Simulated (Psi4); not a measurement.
# DSD-PBEP86/cc-pVDZ (density fitting for correlation) run of BBrCl2 (bromodichloroborane)

Aim: the vertical ionisation energy of BBrCl2 (bromodichloroborane) at DSD-PBEP86/cc-pVDZ (density fitting for correlation), from 2 runs. 

Program for the calculation: Psi4 1.11.

12 further runs of the same task are left out: 11 that didn't finish, 1 set aside as unsound or not needed.

## Step 1: The structure to begin with

BBrCl2 has 4 atoms, charge 0, and is taken as a singlet. As SMILES, `ClB(Cl)Br`. The coordinates come from a PBE0-D4/def2-TZVP relaxation.

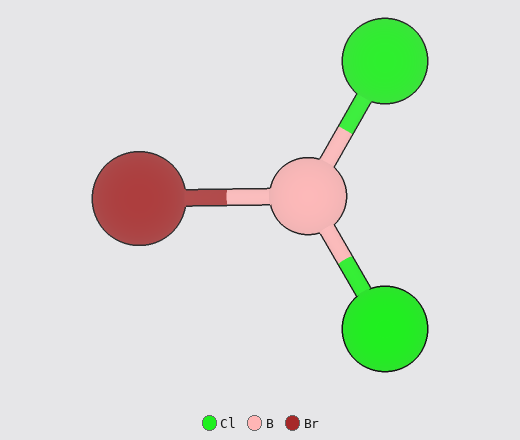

The structure, seen from a chosen angle (chlorine green, boron pink, bromine red).

## Step 2: The energy at DSD-PBEP86/cc-pVDZ (density fitting for correlation)

calc.py

```python
import psi4

psi4.set_memory('1600 MB')
psi4.set_num_threads(1)
psi4.set_output_file('output.dat', False)

geom = psi4.geometry("""
Cl
B 1 1.734618
Cl 2 1.734719 1 120.13863
Br 2 1.901389 1 119.93408 3 -179.98338
symmetry c1
no_reorient
no_com
""")

psi4.set_options({
    'basis': 'cc-pVDZ',
    'puream': True,
    'e_convergence': 1e-09,
    'd_convergence': 1e-08,
    'scf_type': 'pk',
    'dft_radial_points': 99,
    'dft_spherical_points': 590,
    'num_frozen_docc': 20,
})

result, w = psi4.energy("DSD-PBEP86", molecule=geom, return_wfn=True)
print(f'DSD-PBEP86 energy: {result:.10f} Eh')
```

Run with:

```sh
$ python calc.py
```

output.dat:

```text
[...]
  Running in c1 symmetry.
[...]
  Nuclear repulsion =  351.409230160334801
[...]
  Multiplicity = 1
[...]
  Nalpha       = 37
  Nbeta        = 37
[...]
    Number of basis functions: 77
[...]
   @RKS iter   1: -3517.47957683611139   -1.46084e+00   7.14901e-03 ADIIS/DIIS
[...]
   @RKS iter  11: -3517.59605197193468   -4.09273e-12   3.41833e-09 DIIS
[...]
    Orbital Energies [Eh]
    ---------------------
    Doubly Occupied:
       1A   -487.582567     2A   -103.707233     3A   -103.707216
       4A    -64.295155     5A    -57.804205     6A    -57.803177
       7A    -57.802761     8A    -10.209756     9A    -10.209718
      10A     -9.485721    11A     -7.774316    12A     -7.774296
      13A     -7.770734    14A     -7.770714    15A     -7.769734
      16A     -7.769715    17A     -7.470527    18A     -7.170186
      19A     -7.164041    20A     -7.162308    21A     -3.035539
      22A     -3.033262    23A     -3.031554    24A     -3.025514
      25A     -3.025415    26A     -1.080618    27A     -1.034346
      28A     -0.966984    29A     -0.644462    30A     -0.559518
      31A     -0.543645    32A     -0.503026    33A     -0.442042
      34A     -0.437866    35A     -0.437268    36A     -0.407054
[...]
  @RKS Final Energy: -3517.59605197193468
   => Energetics <=
    Nuclear Repulsion Energy =            351.4092301603348005
    One-Electron Energy =               -5586.1282852108561201
    Two-Electron Energy =                1760.1516250563183803
    DFT Exchange-Correlation Energy =     -43.0286219777317811
    Empirical Dispersion Energy =           0.0000000000000000
    VV10 Nonlocal Energy =                  0.0000000000000000
    Total Energy =                      -3517.5960519719346848
[...]
 Multipole Moments:
 ------------------------------------------------------------------------------------
     Multipole            Electronic (a.u.)      Nuclear  (a.u.)        Total (a.u.)
 ------------------------------------------------------------------------------------
 L = 1.  Multiply by 2.5417464519 to convert [e a0] to [Debye]
 Dipole X            :         -0.0012934            0.0013824            0.0000889
 Dipole Y            :          7.0620934           -7.0712102           -0.0091169
 Dipole Z            :          4.0658774           -4.0713879           -0.0055105
 Magnitude           :                                                    0.0106532
[...]
```

Standard output:

```text
DSD-PBEP86 energy: -3517.8482866352 Eh
```

Run time: 36 s. Hardware: 1 thread of Intel Xeon Platinum 8259CL at 2.50GHz (Skylake/Cascade Lake), shared host; peak memory 0.94 GiB.

## Step 3: The doublet cation

input.json

```json
{
  "schema_name": "qcschema_input",
  "schema_version": 1,
  "molecule": {
    "schema_name": "qcschema_molecule",
    "schema_version": 2,
    "symbols": ["Cl", "B", "Cl", "Br"],
    "geometry": [1.10000958, 1.2585576, 2.85499823, 0.07029781, -0.07199857, 0.04176295, 0.83960532, -3.17322811, -0.69088387, -1.90503291, 1.87290756, -2.24423875],
    "molecular_charge": 1,
    "molecular_multiplicity": 2,
    "fix_symmetry": "c1",
    "fix_com": true,
    "fix_orientation": true
  },
  "driver": "energy",
  "model": {
    "method": "dsd-pbep86",
    "basis": "cc-pVDZ"
  },
  "keywords": {
    "reference": "uks",
    "puream": true,
    "e_convergence": 1e-09,
    "d_convergence": 1e-08,
    "scf_type": "pk",
    "dft_radial_points": 99,
    "dft_spherical_points": 590,
    "num_frozen_docc": 20,
    "maxiter": 200
  }
}
```

Run with:

```sh
$ psi4 --qcschema input.json -n 1 --memory 1600MB
```

stdout:

```text
[...]
  Running in c1 symmetry.
[...]
  Nuclear repulsion =  351.409228964059366
[...]
  Multiplicity = 2
[...]
  Nalpha       = 37
  Nbeta        = 36
[...]
    Number of basis functions: 77
[...]
   @UKS iter   1: -3517.05834015098435   -1.03960e+00   6.95737e-03 DIIS/ADIIS
[...]
   @UKS iter  19: -3517.19531335719739   -1.81899e-12   3.49882e-09 DIIS
[...]
   @S^2 Observed:                7.562541477E-01
[...]
    Orbital Energies [Eh]
    ---------------------
    Alpha Occupied:
       1A   -487.929430     2A   -103.913311     3A   -103.913307
       4A    -64.639856     5A    -58.153440     6A    -58.147264
       7A    -58.146140     8A    -10.414046     9A    -10.414013
      10A     -9.832131    11A     -7.978851    12A     -7.978844
      13A     -7.974696    14A     -7.974689    15A     -7.974389
      16A     -7.974381    17A     -7.691154    18A     -7.525162
      19A     -7.508959    20A     -7.502420    21A     -3.384952
      22A     -3.382755    23A     -3.376324    24A     -3.366541
      25A     -3.366200    26A     -1.324848    27A     -1.262871
      28A     -1.234912    29A     -0.878504    30A     -0.799929
      31A     -0.783519    32A     -0.737719    33A     -0.723054
      34A     -0.669932    35A     -0.655216    36A     -0.631744
[...]
  @UKS Final Energy: -3517.19531335719739
   => Energetics <=
    Nuclear Repulsion Energy =            351.4092289640593663
    One-Electron Energy =               -5566.4423704490473028
    Two-Electron Energy =                1740.7624858833974031
    DFT Exchange-Correlation Energy =     -42.9246577556070292
    Empirical Dispersion Energy =           0.0000000000000000
    VV10 Nonlocal Energy =                  0.0000000000000000
    Total Energy =                      -3517.1953133571973922
[...]
 Multipole Moments:
 ------------------------------------------------------------------------------------
     Multipole            Electronic (a.u.)      Nuclear  (a.u.)        Total (a.u.)
 ------------------------------------------------------------------------------------
 L = 1.  Multiply by 2.5417464519 to convert [e a0] to [Debye]
 Dipole X            :         32.3542100          -33.3512095           -0.9969995
 Dipole Y            :        -31.6633942           32.6423731            0.9789789
 Dipole Z            :         40.3562357          -41.5495974           -1.1933617
 Magnitude           :                                                    1.8375309
[...]
```

The result, in JSON:

```text
{
 "driver": "energy",
 "model": {
  "method": "dsd-pbep86",
  "basis": "cc-pVDZ"
 },
 "success": true,
 "return_result": -3517.4394465469773,
 "properties": {
  "calcinfo_nbasis": 77,
  "calcinfo_nmo": 77,
  "calcinfo_nalpha": 37,
  "calcinfo_nbeta": 36,
  "calcinfo_natom": 4,
  "nuclear_repulsion_energy": 351.40922896405937,
  "return_energy": -3517.4394465469773,
  "scf_one_electron_energy": -5566.442370449047,
  "scf_two_electron_energy": 1740.7624858833974,
  "scf_xc_energy": -42.92465775560703,
  "scf_dipole_moment": [-0.9969994779819729, 0.978978919242742, -1.1933617275649766],
  "scf_total_energy": -3517.1953133571974,
  "scf_iterations": 19
 }
}
```

Wall time 43 s (1 thread of Intel Xeon Platinum 8259CL at 2.50GHz (Skylake/Cascade Lake), shared host); peak memory 0.94 GiB.

## Step 4: Outcome

Level: DSD-PBEP86/cc-pVDZ (density fitting for correlation), 20 core orbitals frozen.

| quantity | value |
| --- | --- |
| singlet BBrCl2: total energy | -3517.84829 Eh |
| singlet BBrCl2: HOMO energy (SCF part's orbitals) | -10.63 eV |
| singlet BBrCl2: LUMO energy (SCF part's orbitals) | 0.56 eV |
| singlet BBrCl2: HOMO–LUMO gap (SCF part's orbitals) | 11.19 eV |
| doublet cation: total energy | -3517.43945 Eh |
| doublet cation: HOMO energy (SCF part's orbitals) (highest over α and β) | -16.85 eV |
| doublet cation: LUMO energy (SCF part's orbitals) (lowest over α and β) | -11.13 eV |
| doublet cation: ⟨S²⟩ | 0.756 |
| vertical ionisation energy (to the doublet cation) | 11.125 eV |

In words: Removing an electron at fixed nuclei costs 11.13 eV (1073 kJ/mol). −ε(HOMO) before ionisation, 10.63 eV, is 0.49 eV below this ionisation energy.
